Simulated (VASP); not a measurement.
Band structure of Ga$_{4}$As$_{3}$Sb (ordered alloy cell). Method: PBE GGA, VASP's PBE PAW potentials (set 64) (plane waves; VASP).

Unless said otherwise, spin-orbit coupling is left out, though it shifts the bands of the heavy elements here.

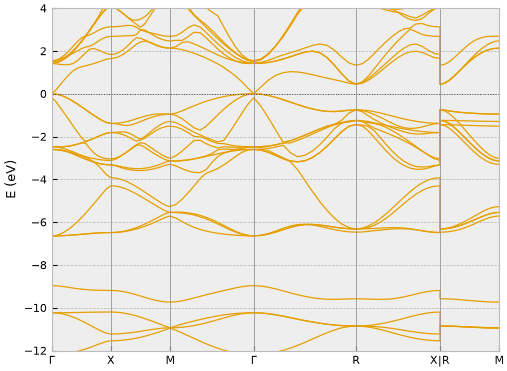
Fig. 1. Bands along high-symmetry lines, zero at the valence-band maximum or, without a gap, the Fermi level

Q: Read the plot: is there a gap, and where are the band edges?

A: It has no gap at this level: it comes out as a metal or semimetal. (Edges off the drawn lines would not show.)

The structure was generated: Ga4As3Sb was put into an ordered model structure (P-43m), which need not be its known phase. It was relaxed first, which changed the volume by +5 %.
